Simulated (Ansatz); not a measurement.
# Pressure series in Al12W

The reference is Al$_{12}$W (space group Im-3, No. 204; a = 7.538 Å).

Cell and atoms are relaxed at each pressure.

Calculations: Ansatz (an electronic-structure program) PBEsol, no spin-orbit coupling.

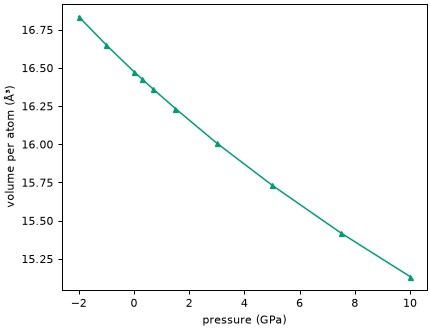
Fig. 1. Volume per atom against pressure

```
pressure (GPa)  volume per atom
--------------  ---------------
-2                     16.83 Å³
-1                     16.65 Å³
0.3                    16.43 Å³
0.7                    16.36 Å³
1.5                    16.23 Å³
3                      16.01 Å³
5                      15.73 Å³
7.5                    15.42 Å³
10                     15.13 Å³
```

Load acts through the strain it causes; cell and atoms are relaxed under it. Whether these cells are dynamically stable was not tested. Competing high-pressure phases were not computed. All final runs are without spin polarisation.
